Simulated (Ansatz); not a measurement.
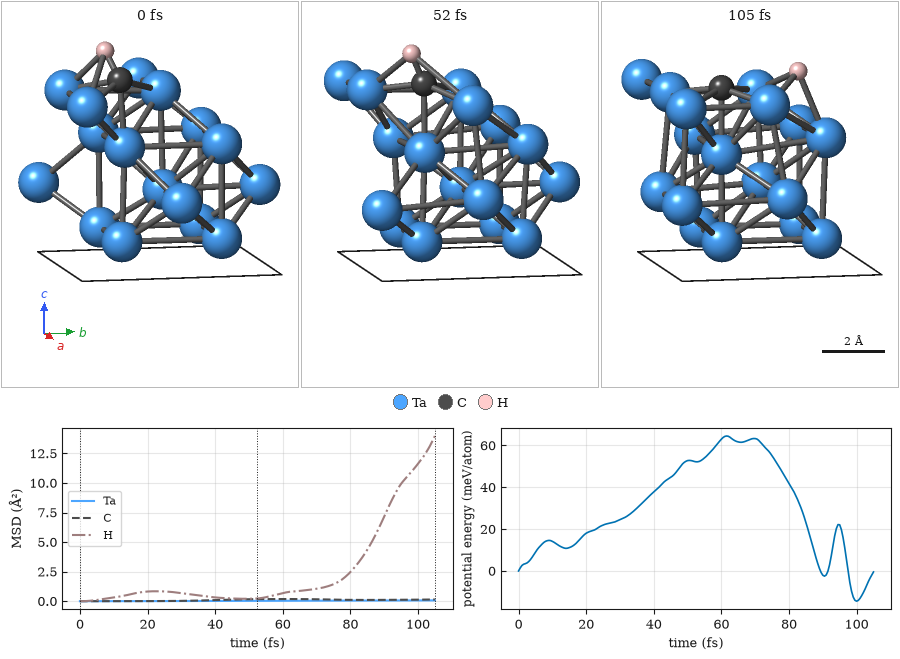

Molecular dynamics of CH on Ta(100) (18 atoms in the cell), 105 fs long. It starts from the last geometry of an earlier run, with fresh velocities. Frames and the history of the run. The picture is a ball-and-stick view of the simulation cell, with the vacuum cut short, seen slightly off an axis. Atoms that leave the cell re-enter on the other side. Bonds to atoms that aren't drawn are left out.

All numbers below come from DFT PBEsol, scalar-relativistic, plane waves, PAW in Ansatz. Set-up: plane-wave cutoff 420 eV; k-point mesh 3 × 3 × 1; Fermi-Dirac smearing 0.05 eV; low-accuracy preset; 4 atoms held fixed; Langevin thermostat (NVT); set temperature 1350 K; time step 0.5 fs; friction 0.01 per fs.

Question: Describe the run.

Answer: In the second half of the run the atoms are, in the root-mean-square, this far from where they began (common drift taken out): H 2.11 Å, C 0.38 Å, Ta 0.24 Å. The run lasts only 105 fs, too short to tell vibration from diffusion. Bond changes: one C–H bond breaks at about 74 fs. Over the second half the temperature averages 1301 K (spread ±136 K). The potential energy is still drifting at the end, so the run hasn't reached equilibrium. The potential energy in the second half lies on average 34.6 meV per atom above the first frame.

Limits of the set-up: the program's low-accuracy preset was used; the periodic images lie only 6.6 Å apart, so the values are limited by the cell's size.

Cost: 27 min on 4 threads of AMD EPYC 7B13 (Zen 3) (shared host), peak memory 2.4 GiB.
